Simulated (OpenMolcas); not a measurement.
# A workflow on SnNH2F (SMILES [NH2][Sn][F])

Wanted: the energy (HF/ANO-R0), then a single-point energy (CASSCF(2,2)/ANO-R1), then the energy along one coordinate (CASPT2(2,2)/ANO-R1), then an energy scan (SC-NEVPT2(2,2)/ANO-R1), then the energy along one coordinate (MC-PDFT[tPBE](2,2)/ANO-R1) of SnNH2F. 

The results are computed with OpenMolcas 26.06.

## 1. The system as given

The species is SnNH2F (5 atoms), meant as a singlet with charge 0. As SMILES, `[NH2][Sn][F]`. Geometry: relaxed at PBE0-D4/def2-TZVP. This is one conformer, not always the lowest.

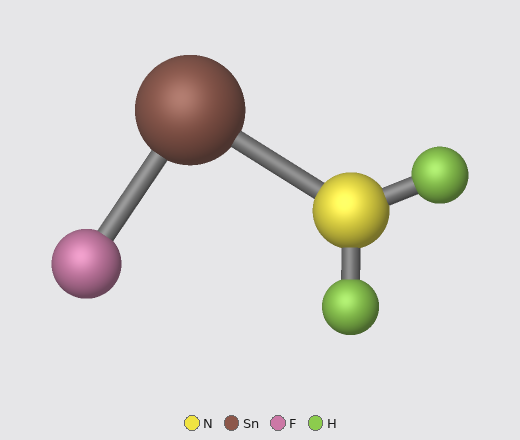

Viewed from a chosen angle; nitrogen yellow, tin brown, fluorine pink, hydrogen green.

## 2. A single-point energy at HF/ANO-R0 (sfX2C) (run 1)

Input file input.xyz:

```xyz
5

N     -0.302900     0.495500    -0.393300
Sn     0.338900    -0.053700     1.423200
F      0.966900    -1.775900     0.754300
H     -0.746800     1.369300    -0.629100
H     -0.206200    -0.108900    -1.196600
```

Input file step1.inp:

```
&GATEWAY
  COORD = input.xyz
  BASIS = ANO-R0
  GROUP = NoSym

&SEWARD

&SCF
  PRORBITALS = 0

&LOCALISATION
  OCCUPIED
  FREEZE
  PIPEK-MEZEY

&LOCALISATION
  FILEORB = $Project.LocOrb
  VIRTUAL
  PIPEK-MEZEY
```

On the command line:

```console
$ export MOLCAS_MEM=1860
$ pymolcas step1.inp > step1.log
```

Log:

```text
--- Start Module: gateway ---
[...]
--- Stop Module: gateway /rc=_RC_ALL_IS_WELL_ ---
[...]
      Basis functions           39
[...]
       Convergence after  14 Iterations
[...]
::    Total SCF energy                              -6328.6541480984
[...]
      Total spin, S                                     0.0000000000
[...]
      Total electronic charge=   68.000000
      Total            charge=   -0.000000
[...]
      Dipole Moment (debye):
      Origin of the operator (angstrom)=    0.3473   -0.2064    1.1466
                   X= -5.0497E-01               Y=  8.7002E-01               Z= -5.2407E-01           Total=  1.1343E+00
      Quadrupole Moment (debye*angstrom):
[...]
--- Start Module: localisation ---
[...]
--- Stop Module: localisation /rc=_RC_ALL_IS_WELL_ ---
--- Start Module: localisation ---
[...]
--- Stop Module: localisation /rc=_RC_ALL_IS_WELL_ ---
[...]
```

Wall time 7.2 s (1 thread of Intel Xeon Platinum 8259CL at 2.50GHz (Skylake/Cascade Lake), shared host); peak memory 0.41 GiB.

## 3. A single-point energy at CASSCF(2,2)/ANO-R1 (sfX2C, RICD fitting) (run 2)

input.xyz is that of step 2.

Input file step2.input:

```
* FH2NSn CASSCF
>>> EXPORT MOLCAS_PRINT=2

&GATEWAY
  Coord
  input.xyz
  Basis
  ANO-R0
  Group
  NoSym

&SEWARD

&RASSCF
  FileOrb
  $CurrDir/step1.LocOrb
  Alter
  2
  1 27 34
  1 35 39
  Spin
  1
  Nactel
  2 0 0
  Inactive
  33
  Ras2
  2
  OrbListing
  Nothing
>>> COPY $Project.RunFile RUNFIL1
>>> COPY $Project.RasOrb INPORB

&GATEWAY
  Coord
  input.xyz
  Basis
  ANO-R1
  Group
  NoSym
  RICD

&SEWARD
>>> COPY $Project.RunFile RUNFIL2

&EXPBAS

&RASSCF
  FileOrb
  $Project.ExpOrb
  Spin
  1
  Nactel
  2 0 0
  Inactive
  33
  Ras2
  2
  OrbListing
  Nothing
```

On the command line:

```console
$ export MOLCAS_MEM=1860
$ pymolcas step2.input > step2.log
```

Log:

```text
--- Start Module: gateway ---
[...]
--- Stop Module: gateway /rc=_RC_ALL_IS_WELL_ ---
[...]
      Basis functions           39
[...]
      Number of active orbitals                  2
[...]
      Spin quantum number                      0.0
[...]
      Active orbitals                            2
[...]
      Number of CSFs                             3
[...]
      Number of root(s) required                 1
[...]
      Convergence after 16 iterations
[...]
      printout of CI-coefficients larger than  0.05 for root  1
      energy=   -6328.667845
      conf/sym  11     Coeff  Weight
             1  20   0.99493 0.98989
             3  02  -0.10055 0.01011
      Natural orbitals and occupation numbers for root  1
      sym 1:   1.979781   0.020219
      ************************************************************************************************************************
      *                                                    Final results                                                     *
[...]
::    RASSCF root number  1 Total energy:  -6328.66784515
[...]
      Basis functions           81
[...]
--- Start Module: expbas ---
[...]
--- Stop Module: expbas /rc=_RC_ALL_IS_WELL_ ---
--- Start Module: rasscf ---
[...]
      Convergence after 16 iterations
[...]
      Natural orbitals and occupation numbers for root  1
      sym 1:   1.983550   0.016450
      ************************************************************************************************************************
      *                                                    Final results                                                     *
[...]
::    RASSCF root number  1 Total energy:  -6329.11579128
[...]
      Total electronic charge=   68.000000
      Total            charge=   -0.000000
[...]
      Dipole Moment (debye):
      Origin of the operator (angstrom)=    0.3473   -0.2064    1.1466
                   X= -1.1055E+00               Y=  2.6924E+00               Z=  4.7810E-01           Total=  2.9495E+00
      Quadrupole Moment (debye*angstrom):
[...]
--- Stop Module: rasscf /rc=_RC_ALL_IS_WELL_ ---
[...]
```

Run time: 31 s. Hardware: 1 thread of Intel Xeon Platinum 8259CL at 2.50GHz (Skylake/Cascade Lake), shared host; peak memory 0.41 GiB.

## 4. The energy along one coordinate at CASPT2(2,2)/ANO-R1 (sfX2C, RICD fitting, ipea shift 0.25 Eh, pt2 variant SS) (run 3)

Input file step3.input:

```
>>> COPY $CurrDir/step2.RasOrb $Project.RasOrb
>>> ForEach K in (1, 2, 3, 4, 5, 6, 7, 8, 9)
&GATEWAY
COORD
$CurrDir/point$K.xyz
BASIS
ANO-R1
GROUP
NoSym
RICD
&SEWARD
&RASSCF
FILEORB
$Project.RasOrb
SPIN
1
NACTEL
2 0 0
INACTIVE
33
RAS2
2
ORBLISTING
Nothing
&CASPT2
IMAGINARY
0.2
FROZEN
20
>>> EndDo
```

On the command line:

```console
$ export MOLCAS_MEM=1860
$ pymolcas step3.input > step3.log
```

Log:

```text
[...]
      Basis functions           81
[...]
      Number of active orbitals                  2
[...]
      Spin quantum number                      0.0
[...]
      Active orbitals                            2
[...]
      Number of CSFs                             3
[...]
      Number of root(s) required                 1
[...]
      Convergence after 10 iterations
[...]
      Natural orbitals and occupation numbers for root  1
      sym 1:   1.988786   0.011214
      ************************************************************************************************************************
      *                                                    Final results                                                     *
[...]
::    RASSCF root number  1 Total energy:  -6329.10321926
[...]
::    CASPT2 Root  1     Total energy:  -6329.85955191
[...]
      Convergence after 11 iterations
[...]
      Natural orbitals and occupation numbers for root  1
      sym 1:   1.983554   0.016446
      ************************************************************************************************************************
      *                                                    Final results                                                     *
[...]
      Convergence after 12 iterations
[...]
      Natural orbitals and occupation numbers for root  1
      sym 1:   1.840075   0.159925
      ************************************************************************************************************************
      *                                                    Final results                                                     *
[...]
      Convergence after 12 iterations
[...]
      Natural orbitals and occupation numbers for root  1
      sym 1:   1.687210   0.312790
      ************************************************************************************************************************
      *                                                    Final results                                                     *
[...]
      Convergence after 13 iterations
[...]
      Natural orbitals and occupation numbers for root  1
      sym 1:   1.449001   0.550999
      ************************************************************************************************************************
      *                                                    Final results                                                     *
[...]
::    RASSCF root number  1 Total energy:  -6328.94080652
[...]
::    CASPT2 Root  1     Total energy:  -6329.68081899
[...]
      Convergence after 12 iterations
[...]
::    RASSCF root number  1 Total energy:  -6328.93101710
[...]
::    CASPT2 Root  1     Total energy:  -6329.66799702
[...]
```

Run time: 3.6 min. Hardware: 1 thread of Intel Xeon Platinum 8259CL at 2.50GHz (Skylake/Cascade Lake), shared host; peak memory 0.27 GiB.

The scan, from its lowest point:

```
H4–N1 (Å)  energy (kJ/mol)
    0.907             32.7
    1.008              0.0
    1.109             16.8
    1.260             84.7
    1.462            197.9
    1.714            324.3
    2.016            429.7
    2.419            501.9
    3.024            535.6
```

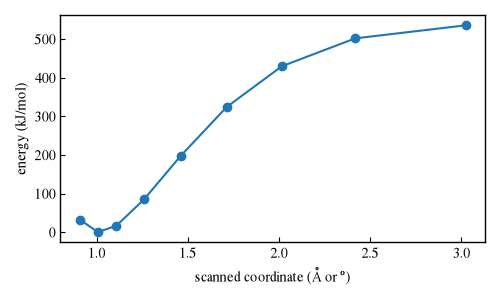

Energy along the scan.

## 5. The energy along one coordinate at SC-NEVPT2(2,2)/ANO-R1 (sfX2C, RICD fitting, pt2 variant SC-NEVPT2) (run 4)

Input file step4.input:

```
>>> EXPORT MOLCAS_PRINT=2
>>> COPY $CurrDir/step2.RasOrb $Project.RasOrb
>>> ForEach K in (1, 2, 3, 4, 5, 6, 7, 8, 9)

&GATEWAY
  Coord=$CurrDir/point$K.xyz
  Basis=ANO-R1
  Group=NoSym
  RICD

&SEWARD

&RASSCF
  FileOrb=$Project.RasOrb
  Spin=1
  Nactel=2 0 0
  Inactive=33
  Ras2=2
  OrbListing=Nothing

&CASPT2
  SC-NEVPT2
  Frozen=20
>>> EndDo
```

On the command line:

```console
$ export MOLCAS_MEM=1860
$ pymolcas step4.input > step4.log
```

Log:

```text
[...]
      Basis functions           81
[...]
      Number of active orbitals                  2
[...]
      Spin quantum number                      0.0
[...]
      Active orbitals                            2
[...]
      Number of CSFs                             3
[...]
      Number of root(s) required                 1
[...]
      Convergence after 10 iterations
[...]
      printout of CI-coefficients larger than  0.05 for root  1
      energy=   -6329.103219
      conf/sym  11     Coeff  Weight
             1  20   0.99719 0.99439
             3  02  -0.07488 0.00561
      Natural orbitals and occupation numbers for root  1
      sym 1:   1.988786   0.011214
      ************************************************************************************************************************
      *                                                    Final results                                                     *
[...]
::    RASSCF root number  1 Total energy:  -6329.10321926
[...]
      E2 (Variational):          -0.7538884368
[...]
::    SC-NEVPT2 Root  1     Total energy:  -6329.85704902
[...]
      Convergence after 11 iterations
[...]
      Natural orbitals and occupation numbers for root  1
      sym 1:   1.983554   0.016446
      ************************************************************************************************************************
      *                                                    Final results                                                     *
[...]
      Convergence after 12 iterations
[...]
      Natural orbitals and occupation numbers for root  1
      sym 1:   1.840075   0.159925
      ************************************************************************************************************************
      *                                                    Final results                                                     *
[...]
      Convergence after 12 iterations
[...]
      Natural orbitals and occupation numbers for root  1
      sym 1:   1.687210   0.312790
      ************************************************************************************************************************
      *                                                    Final results                                                     *
[...]
      Convergence after 13 iterations
[...]
::    RASSCF root number  1 Total energy:  -6328.94080652
[...]
::    SC-NEVPT2 Root  1     Total energy:  -6329.67662937
[...]
      Convergence after 12 iterations
[...]
::    RASSCF root number  1 Total energy:  -6328.93101710
[...]
      E2 (Variational):          -0.7330778026
[...]
      Reference weight:           0.84584
[...]
::    SC-NEVPT2 Root  1     Total energy:  -6329.66409490
[...]
```

Wall time 3.3 min (1 thread of Intel Xeon Platinum 8259CL at 2.50GHz (Skylake/Cascade Lake), shared host); peak memory 0.27 GiB.

The scan, from its lowest point:

```csv
H4–N1 (Å),energy (kJ/mol)
0.907,34.5
1.008,0.0
1.109,15.2
1.260,81.7
1.462,194.9
1.714,324.3
2.016,433.9
2.419,508.2
3.024,541.1
```

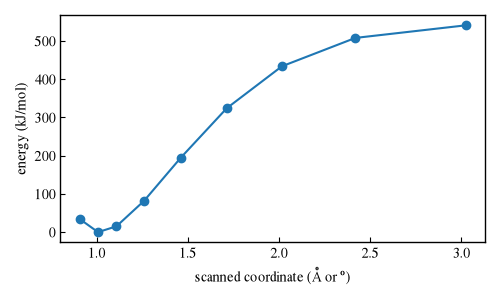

Energy along the scan.

## 6. An energy scan at MC-PDFT[tPBE](2,2)/ANO-R1 (sfX2C, RICD fitting) (run 5)

Input file step5.inp:

```
>>> EXPORT MOLCAS_PRINT=2
>>> COPY $CurrDir/step2.RasOrb $Project.RasOrb
>>> ForEach K in (1, 2, 3, 4, 5, 6, 7, 8, 9)
&GATEWAY
Coord=$CurrDir/point$K.xyz
Basis=ANO-R1
Group=NoSym
RICD
&SEWARD
&RASSCF
FileOrb=$Project.RasOrb
Spin=1
Nactel=2 0 0
Inactive=33
Ras2=2
OrbListing=Nothing
&MCPDFT
KSDFT=T:PBE
>>> EndDo
```

On the command line:

```console
$ export MOLCAS_MEM=1860
$ pymolcas step5.inp > step5.log
```

Log:

```text
--- Start Module: gateway ---
[...]
      Basis functions           81
[...]
      Number of active orbitals                  2
[...]
      Spin quantum number                      0.0
[...]
      Active orbitals                            2
[...]
      Number of CSFs                             3
[...]
      Number of root(s) required                 1
[...]
      Convergence after 10 iterations
[...]
      printout of CI-coefficients larger than  0.05 for root  1
      energy=   -6329.103219
      conf/sym  11     Coeff  Weight
             1  20   0.99719 0.99439
             3  02  -0.07488 0.00561
      Natural orbitals and occupation numbers for root  1
      sym 1:   1.988786   0.011214
      ************************************************************************************************************************
      *                                                    Final results                                                     *
[...]
::    RASSCF root number  1 Total energy:  -6329.10321926
[...]
::    MCPDFT root number  1 Total energy:  -6331.96403101
[...]
      Convergence after 11 iterations
[...]
      Natural orbitals and occupation numbers for root  1
      sym 1:   1.983554   0.016446
      ************************************************************************************************************************
      *                                                    Final results                                                     *
[...]
      Convergence after 12 iterations
[...]
      Natural orbitals and occupation numbers for root  1
      sym 1:   1.840075   0.159925
      ************************************************************************************************************************
      *                                                    Final results                                                     *
[...]
      Convergence after 12 iterations
[...]
      Natural orbitals and occupation numbers for root  1
      sym 1:   1.687210   0.312790
      ************************************************************************************************************************
      *                                                    Final results                                                     *
[...]
      Convergence after 13 iterations
[...]
::    RASSCF root number  1 Total energy:  -6328.94080652
[...]
::    MCPDFT root number  1 Total energy:  -6331.78078785
[...]
      Convergence after 12 iterations
[...]
::    RASSCF root number  1 Total energy:  -6328.93101710
[...]
      Total electronic charge=   68.000000
      Total            charge=   -0.000000
[...]
::    MCPDFT root number  1 Total energy:  -6331.76738650
[...]
```

It took 3.4 min on 1 thread of Intel Xeon Platinum 8259CL at 2.50GHz (Skylake/Cascade Lake), shared host; peak memory 0.27 GiB.

The scan, from its lowest point:

```csv
H4–N1 (Å),energy (kJ/mol)
0.907,33.9
1.008,0.0
1.109,14.9
1.260,80.0
1.462,191.5
1.714,320.9
2.016,434.7
2.419,515.0
3.024,550.2
```

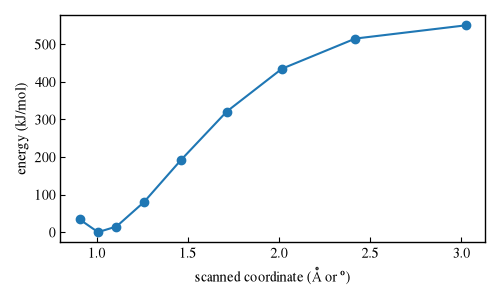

Energy along the scan.

## 7. Outcome

```
                                                   quantity           value
                             run 1, HF/ANO-R0: total energy  -6328.65415 Eh
                            run 1, HF/ANO-R0: dipole moment          1.13 D
                              run 1, HF/ANO-R0: HOMO energy        -8.72 eV
                              run 1, HF/ANO-R0: LUMO energy         1.65 eV
                            run 1, HF/ANO-R0: HOMO–LUMO gap        10.36 eV
                    run 2, CASSCF(2,2)/ANO-R1: total energy  -6329.11579 Eh
  run 2, CASSCF(2,2)/ANO-R1: dipole moment (CASSCF density)          2.95 D
       run 3, CASPT2(2,2)/ANO-R1: lowest energy of the scan  -6329.87199 Eh
    run 4, SC-NEVPT2(2,2)/ANO-R1: lowest energy of the scan  -6329.87018 Eh
run 5, MC-PDFT[tPBE](2,2)/ANO-R1: lowest energy of the scan  -6331.97696 Eh
```

In words: Mulliken charges (run 1, HF/ANO-R0) run from -0.77 on N1 to +0.68 on Sn2; they depend strongly on the basis.
